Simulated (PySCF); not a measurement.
```yaml
atoms:
  - { symbol: C, position_ang: [-2.2700, 2.9145, 0.8696] }
  - { symbol: C, position_ang: [-2.0102, 2.0950, 0.0366] }
  - { symbol: C, position_ang: [-1.6366, 1.0770, -0.9263] }
  - { symbol: N, position_ang: [-0.5891, 0.1992, -0.4306] }
  - { symbol: Si, position_ang: [-1.1657, -1.1183, 0.5466] }
  - { symbol: C, position_ang: [0.2446, -2.2452, 1.0945] }
  - { symbol: Si, position_ang: [1.0111, 0.8584, -0.5313] }
  - { symbol: N, position_ang: [2.0815, -0.4835, -0.7087] }
  - { symbol: C, position_ang: [3.1998, -0.7133, -0.2126] }
  - { symbol: H, position_ang: [-2.5190, 3.6431, 1.5826] }
  - { symbol: H, position_ang: [-2.5235, 0.4816, -1.1670] }
  - { symbol: H, position_ang: [-1.2951, 1.5716, -1.8413] }
  - { symbol: H, position_ang: [-1.8776, -0.6050, 1.7313] }
  - { symbol: H, position_ang: [-2.1209, -1.8560, -0.2991] }
  - { symbol: H, position_ang: [0.8094, -2.6123, 0.2455] }
  - { symbol: H, position_ang: [-0.1547, -3.1001, 1.6297] }
  - { symbol: H, position_ang: [0.9348, -1.7321, 1.7558] }
  - { symbol: H, position_ang: [1.1338, 1.5497, -1.8183] }
  - { symbol: H, position_ang: [1.2930, 1.7777, 0.5829] }
  - { symbol: H, position_ang: [3.7445, -1.6063, -0.5117] }
  - { symbol: H, position_ang: [3.7010, -0.0790, 0.5261] }
```

Geometry: GFN2-xTB.

Theory: PBE0/pcSseg-1, SCF density, gas phase, non-relativistic (PySCF).

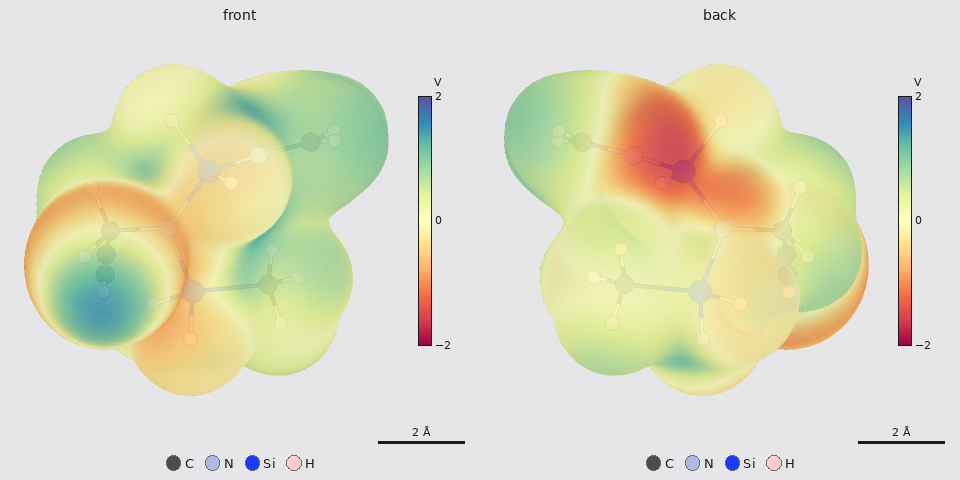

C5H12N2Si2. The molecular electrostatic potential painted on the density surface at 0.002 e/bohr³, seen from the front and from behind; the colour scale runs from red (negative) to blue (positive).

### Describe the electrostatic potential map.

The most negative region (about −1.6 V) lies over N8, the most positive (about +1.4 V) over H10. N8 is the likeliest acceptor of a hydrogen bond.
